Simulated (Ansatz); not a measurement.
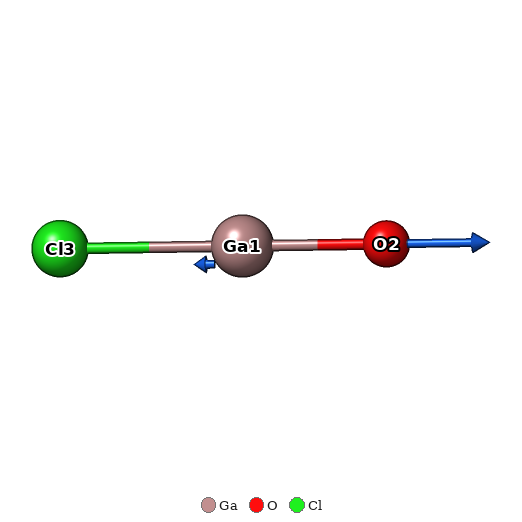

The arrows show one normal mode. Harmonic vibrations computed with RKS PBE0-D4/def2-TZVP (Ansatz 0.2.0) at a stationary point of the same level.

### What kind of motion is it?

Mostly Ga–O stretching.

### Estimate its harmonic wavenumber.

956 cm⁻¹; it is mode 4 of 4 counted from the lowest.
